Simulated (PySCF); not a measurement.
CH5GaO3, SMILES [O]([Ga]([OH])[OH])C at its PBE0/def2-SVP optimised geometry (Å):

```
10

Ga    -0.6961    -0.1064     0.0000
O     -1.5739     1.4347     0.0000
H     -0.9890     2.2000    -0.0015
O     -1.5718    -1.6489    -0.0006
H     -2.5284    -1.5390    -0.0005
O      1.0739    -0.1064     0.0000
C      1.8656    -1.2633     0.0045
H      2.5284    -1.2751    -0.8793
H      2.5106    -1.2816     0.9013
H      1.2792    -2.2000    -0.0047
```

Method: PBE0/def2-TZVP in PySCF.

Map of the HOMO amplitude (bohr^(-3/2)), clipped to [-0.25, 0.25] on the plane z = 0.6 Å; orbital energy -7.96 eV, overall sign arbitrary:

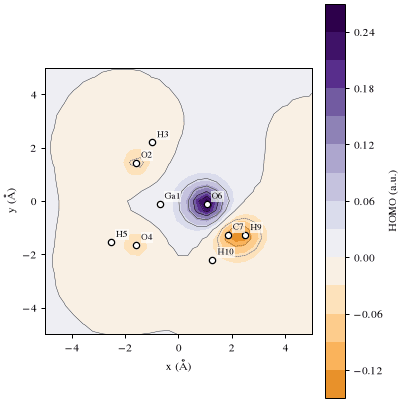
HOMO amplitude (bohr^(-3/2)), clipped to [-0.25, 0.25] on the plane z = 0.6 Å.
